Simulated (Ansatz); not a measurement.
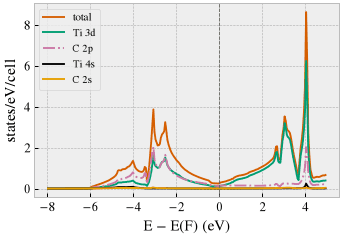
Figure. Total and projected density of states of TiC (rock salt, Fm-3m), the program Ansatz at the LDA level (PAW)

### Question
Which orbitals carry the states next to the Fermi level?

### Answer
Within 0.5 eV of the Fermi level: C 2p 49 %, Ti 3d 48 %. Projections are on Löwdin-orthogonalised atomic valence shells; empty p or d shells of many metals are not among them.

### Question
Where is the tallest occupied peak in this window, and what makes it?

### Answer
Near -3.0 eV, about 3.9 states/eV per cell; the largest projected share is C 2p.

Symmetry was held in the LDA relaxation; of distortions, only those at the zone centre were tested. No spin polarisation was allowed.

Potentials: the later of the program's two PAW sets.
